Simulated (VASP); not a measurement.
Band structure of Mg₃Sb₂ (space group P-3m1). Method: PBE GGA, VASP's PBE PAW potentials (set 64) (plane waves; VASP).

Unless said otherwise, spin-orbit coupling is left out, though it shifts the bands of the heavy elements here.

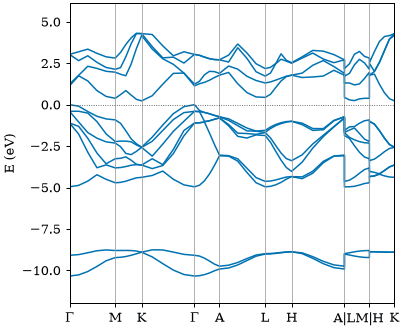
Fig. 1. Bands along high-symmetry lines, zero at the valence-band maximum or, without a gap, the Fermi level

Question: Read the plot: is there a gap, and where are the band edges?

Answer: The gap is indirect, 0.11 eV, from the valence maximum at Γ to the conduction minimum at (0.00, 0.40, 0.33).

The structure is a typed Mg3Sb2 crystal (P-3m1). The cell was not relaxed at this level.
